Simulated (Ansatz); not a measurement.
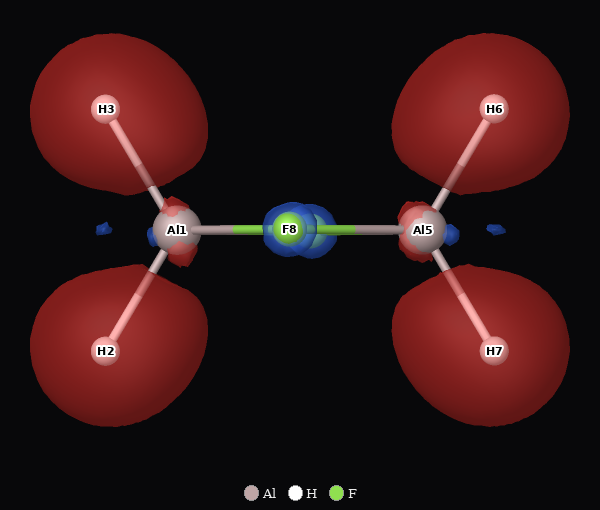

The picture shows: Al2F2H4 (charge +1, doublet). Isosurfaces of the spin density at +0.015 (red) and −0.015 e/Å³ (blue), seen across its widest extent.

Geometry: PBE0-D4/def2-SVP.

All numbers below come from Ansatz 0.2.0, UKS PBE0-D4/def2-TZVP.

```xyz
8

Al   -0.7561    1.1961   -0.0534
H    -2.3205    1.2051    0.3547
H    -0.0742    2.5844   -0.5241
F    -0.2895   -0.2322   -1.1032
Al    0.7559   -1.1962    0.0534
H     2.3203   -1.2040   -0.3549
H     0.0751   -2.5850    0.5240
F     0.2889    0.2319    1.1035
```

> Which atoms carry the spin?

The unpaired spin (1 electron) lies mostly on H2 (about 0.2), H3 (about 0.2), H6 (about 0.2), H7 (about 0.2), Al1 (about 0.1) and Al5 (about 0.1), in electrons by Hirshfeld's partition.
